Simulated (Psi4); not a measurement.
# BNH2O (SMILES BN=O): TPSS/def2-SVP (sweep point 3)

Aim: the vertical electron affinity of BNH2O at TPSS/def2-SVP (sweep point 3), from 2 runs. 

Program for the calculation: Psi4 1.11.

4 further runs of the same task are left out: 4 set aside as unsound or not needed.

## (1) The structure to begin with

BNH2O: 5 atoms, total charge 0, spin state singlet. SMILES: `BN=O`. Geometry: relaxed at GFN2-xTB.

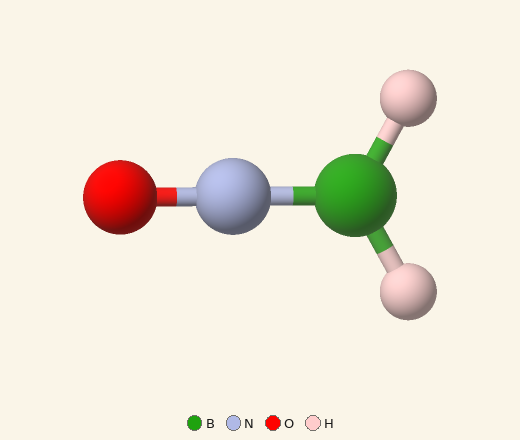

Viewed from a chosen angle; boron green, nitrogen light blue, oxygen red, hydrogen pink.

## (2) A single-point energy at TPSS/def2-SVP (sweep point 3)

bh2no.py reads:

```python
import psi4

psi4.set_memory(1600000000)
psi4.set_num_threads(1)
psi4.core.set_output_file('psi4.out', False)

m = psi4.geometry("""
0 1
B     -0.303260     0.384710    -0.206480
N      0.435210    -0.552070     0.296940
O      1.113730    -1.415380     0.760240
H     -1.158940     0.091910    -0.941520
H     -0.086740     1.490830     0.090820
symmetry c1
""")

options = {'basis': 'def2-SVP', 'puream': True, 'scf_type': 'pk', 'dft_radial_points': 99, 'dft_spherical_points': 590, 'd_convergence': 0.0001, 'e_convergence': 0.0001}
psi4.set_options(options)

result = psi4.energy("tpss")
print(f'tpss energy: {result:.10f} Eh')
```

On the command line:

```
$ python bh2no.py
```

psi4.out:

```text
[...]
  Running in c1 symmetry.
[...]
  Nuclear repulsion =   58.612788367927152
[...]
  Multiplicity = 1
[...]
  Nalpha       = 11
  Nbeta        = 11
[...]
    Number of basis functions: 52
[...]
   @RKS iter   1:  -155.68417663053742   -1.90023e-01   1.04227e-02 DIIS/ADIIS
[...]
   @RKS iter   7:  -155.86078329352873   -8.43681e-06   2.62597e-05 DIIS
[...]
    Orbital Energies [Eh]
    ---------------------
    Doubly Occupied:
       1A    -18.999223     2A    -14.252441     3A     -6.598565
       4A     -1.117666     5A     -0.731610     6A     -0.511602
       7A     -0.468115     8A     -0.445767     9A     -0.408849
      10A     -0.338362    11A     -0.213062
[...]
  @RKS Final Energy:  -155.86078329352873
   => Energetics <=
    Nuclear Repulsion Energy =             58.6127883679271520
    One-Electron Energy =                -326.9022352546855359
    Two-Electron Energy =                 132.6799406264646848
    DFT Exchange-Correlation Energy =     -20.2512770332350449
    Empirical Dispersion Energy =           0.0000000000000000
    VV10 Nonlocal Energy =                  0.0000000000000000
    Total Energy =                       -155.8607832935287263
[...]
 Multipole Moments:
 ------------------------------------------------------------------------------------
     Multipole            Electronic (a.u.)      Nuclear  (a.u.)        Total (a.u.)
 ------------------------------------------------------------------------------------
 L = 1.  Multiply by 2.5417464519 to convert [e a0] to [Debye]
 Dipole X            :          1.1933336           -1.2889368           -0.0956032
 Dipole Y            :         -1.5166726            1.6382498            0.1215772
 Dipole Z            :          0.8155391           -0.8807805           -0.0652414
 Magnitude           :                                                    0.1678613
[...]
```

The script printed:

```text
tpss energy: -155.8607832935 Eh
```

Wall time 15 s (1 thread of Intel Xeon Platinum 8259CL at 2.50GHz (Skylake/Cascade Lake), shared host); peak memory 1.2 GiB.

## (3) The doublet anion

job.py reads:

```python
import psi4

psi4.set_memory(1600000000)
psi4.set_num_threads(1)
psi4.core.set_output_file('output.dat', False)

m = psi4.geometry("""
-1 2
B     -0.303260     0.384710    -0.206480
N      0.435210    -0.552070     0.296940
O      1.113730    -1.415380     0.760240
H     -1.158940     0.091910    -0.941520
H     -0.086740     1.490830     0.090820
units angstrom
symmetry c1
""")

psi4.set_options({
    'basis': 'def2-SVP',
    'reference': 'uks',
    'puream': True,
    'scf_type': 'pk',
    'dft_radial_points': 99,
    'dft_spherical_points': 590,
    'd_convergence': 0.0001,
    'e_convergence': 0.0001,
    'maxiter': 150,
})

energy_value = psi4.energy('tpss', molecule=m)
print(f'tpss energy: {energy_value:.10f} Eh')
```

On the command line:

```
$ python job.py
```

output.dat:

```text
[...]
  Running in c1 symmetry.
[...]
  Nuclear repulsion =   58.612788367927152
[...]
  Multiplicity = 2
[...]
  Nalpha       = 12
  Nbeta        = 11
[...]
    Number of basis functions: 52
[...]
   @UKS iter   1:  -155.60594358420798   -1.11790e-01   1.27210e-02 DIIS/ADIIS
[...]
   @UKS iter   7:  -155.87812290792559   -6.26757e-05   3.02100e-05 DIIS
[...]
   @S^2 Observed:                7.550039845E-01
[...]
    Orbital Energies [Eh]
    ---------------------
    Alpha Occupied:
       1A    -18.668575     2A    -13.909590     3A     -6.315239
       4A     -0.804726     5A     -0.429388     6A     -0.216723
       7A     -0.181257     8A     -0.148934     9A     -0.139485
      10A     -0.067965    11A      0.073485    12A      0.119726
    Alpha Virtual:
      13A      0.253247    14A      0.326895    15A      0.351006
      16A      0.406765    17A      0.427930    18A      0.458030
      19A      0.500795    20A      0.543689    21A      0.880646
      22A      0.896073    23A      0.903667    24A      0.994669
      25A      1.007800    26A      1.056153    27A      1.120933
[...]
  @UKS Final Energy:  -155.87812290792559
   => Energetics <=
    Nuclear Repulsion Energy =             58.6127883679271520
    One-Electron Energy =                -333.5288465960690019
    Two-Electron Energy =                 139.6550054271173167
    DFT Exchange-Correlation Energy =     -20.6170701069010320
    Empirical Dispersion Energy =           0.0000000000000000
    VV10 Nonlocal Energy =                  0.0000000000000000
    Total Energy =                       -155.8781229079255866
[...]
 Multipole Moments:
 ------------------------------------------------------------------------------------
     Multipole            Electronic (a.u.)      Nuclear  (a.u.)        Total (a.u.)
 ------------------------------------------------------------------------------------
 L = 1.  Multiply by 2.5417464519 to convert [e a0] to [Debye]
 Dipole X            :          1.8502916           -1.2889368            0.5613547
 Dipole Y            :         -2.3513515            1.6382498           -0.7131017
 Dipole Z            :          1.2635675           -0.8807805            0.3827870
 Magnitude           :                                                    0.9849665
[...]
```

On the terminal:

```text
tpss energy: -155.8781229079 Eh
```

Run time: 24 s. Hardware: 1 thread of Intel Xeon Platinum 8259CL at 2.50GHz (Skylake/Cascade Lake), shared host; peak memory 1.2 GiB.

## (4) Summary of results

Level: TPSS/def2-SVP (sweep point 3).

| quantity | value |
| --- | --- |
| singlet BNH2O: total energy | -155.86078 Eh |
| singlet BNH2O: dipole moment | 0.43 D |
| singlet BNH2O: HOMO energy | -5.80 eV |
| singlet BNH2O: LUMO energy | -4.21 eV |
| singlet BNH2O: HOMO–LUMO gap | 1.59 eV |
| doublet anion: total energy | -155.87812 Eh |
| doublet anion: HOMO energy (highest over α and β) | 3.26 eV |
| doublet anion: LUMO energy (lowest over α and β) | 5.05 eV |
| doublet anion: ⟨S²⟩ | 0.755 |
| vertical electron affinity (to the doublet anion) | 0.472 eV |

**Reading.** At fixed nuclei the extra electron is bound by 0.47 eV (45.5 kJ/mol). The basis has no diffuse functions, so the error can be as large as this value. The HOMO (doublet anion) lies at positive energy, 3.26 eV, as semi-local functionals often give for anions; only total energies tell whether the electron is bound.
